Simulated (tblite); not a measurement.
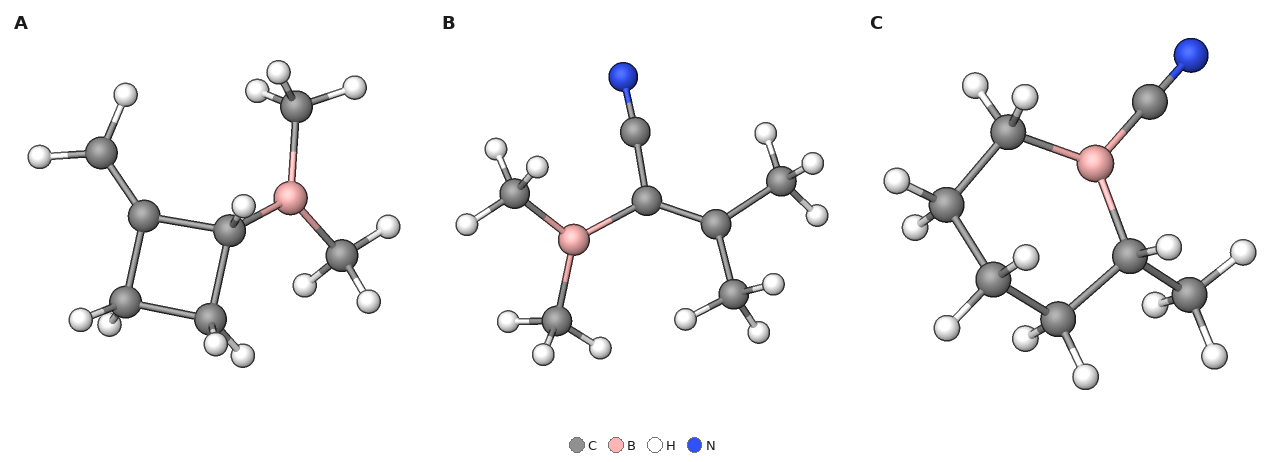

Figure made from data computed with tblite.

Match each picture to its SMILES.
(1) C[C@@H]1CCCCB1C#N
(2) C=C1CC[C@H]1B(C)C
(3) CB(C)C(C#N)=C(C)C

Answer. A is (2), B is (3), C is (1).
